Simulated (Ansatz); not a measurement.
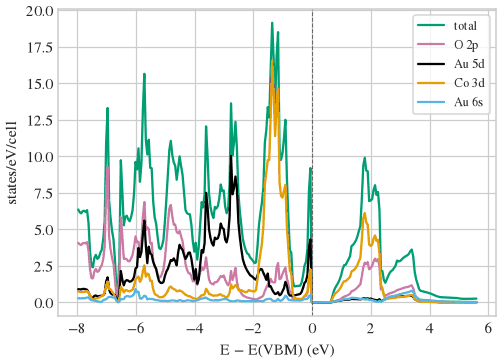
Total and projected density of states of CoAuO2 in space group P6_3/mmc (No. 194; Co on 2a, Au on 2c, O on 4f), r²SCAN (plane waves, PAW; program Ansatz)

### Question
Which orbitals carry the states next to the gap?

### Answer
Top 1 eV of the valence band: Co 3d 45 %, Au 5d 28 %, O 2p 19 %, Au 6s 5 %. Bottom 1 eV of the conduction band: Co 3d 57 %, O 2p 18 %, Au 6s 8 %, O 2s 7 %, Au 5d 6 %. Projections are on Löwdin-orthogonalised atomic valence shells; empty p or d shells of many metals are not among them.

### Question
Where is the tallest occupied peak in this window, and what makes it?

### Answer
Near -1.4 eV, about 19 states/eV per cell; the largest projected share is Co 3d.

The workflow started from a Materials Project entry (that database holds measured and hypothetical structures alike); the Crystallography Open Database copy checked does not list it. Its standing as an ambient phase is unchecked. Symmetry was held in the r²SCAN relaxation; its stability against distortions is not shown here. No spin polarisation was allowed. No Hubbard U is applied. Scalar-relativistic: spin–orbit coupling is off unless named, which matters more the heavier the elements.

Potentials: the later of the program's two PAW sets.
